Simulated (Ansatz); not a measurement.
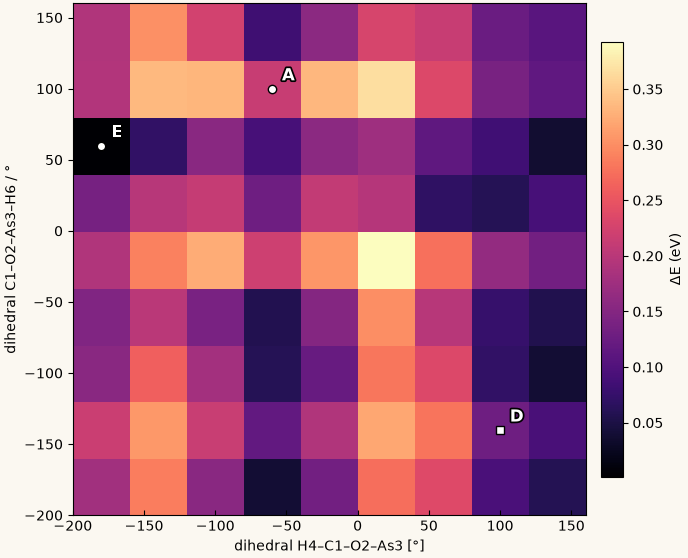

CH₄AsO, SMILES [CH2-]O[AsH2], charge −1. First axis: dihedral H4–C1–O2–As3. Second axis: dihedral C1–O2–As3–H6. Nothing is relaxed (all other coordinates rigid). The scan uses a 9 × 9 grid. Points are written as (first, second). All energies are given in eV relative to the relaxed molecule at the same level. Energies and slopes of some neighbouring points disagree (a jump in structure or state, or too coarse a mesh). Computed with RKS PBE0-D4/def2-TZVPD in Ansatz 0.2.0.

The picture shows one coloured cell a grid point, lettered points.

Q: Is A the lowest point of the computed grid?

A: No. A lies 0.211 eV above the lowest grid point, which is at (−180°, 60°).

Q: Rank the lettered points by energy, lowest first.

A: E (0.0013 eV), D (0.129 eV), A (0.213 eV).
